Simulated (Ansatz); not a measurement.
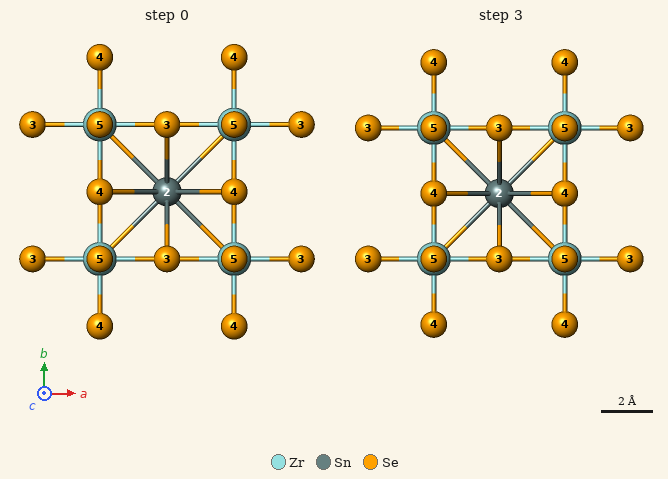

The structure of solid ZrSnSe3 (a generated structure, set up in Pm-3m) (coarse preliminary run) before (left) and after (right) a relaxation, at one scale.

Style: ball-and-stick. Shown: the cell of the calculation, along the c axis.

The calculation used Ansatz 0.2.0, DFT PBE, scalar-relativistic, plane waves, PAW. Set-up: plane-wave cutoff 420 eV; k-point mesh 4 × 4 × 4; occupations gaussian; smearing width 0.1 eV; no spin polarisation; cell and atoms relaxed; force threshold 0.04 eV/Å; at most 70 steps.

Q: Describe what moved and what it gained.

A: After 2 accepted moves (3 points after the start) the energy has fallen by 33.5 meV per atom. All forces vanish by symmetry, so only the cell relaxes. Pressure: −4.16 GPa at the start and −0.18 GPa at the end. The SCF was repeated once at an unchanged geometry on a basis and grid sized afresh for the cell, which shifted the energy by 0.2 meV per atom at most. No atom moves by more than 0.005 Å relative to the cell. The drawn cell changes as follows: a = b = c 5.364 → 5.226 Å (−2.6 %); the volume changes by −7.5 %. Near-neighbour distances that change, for instance: Se–Sn 3.793 → 3.696 Å, Se–Zr 2.682 → 2.613 Å. The space group stays Pm-3m (No. 221).
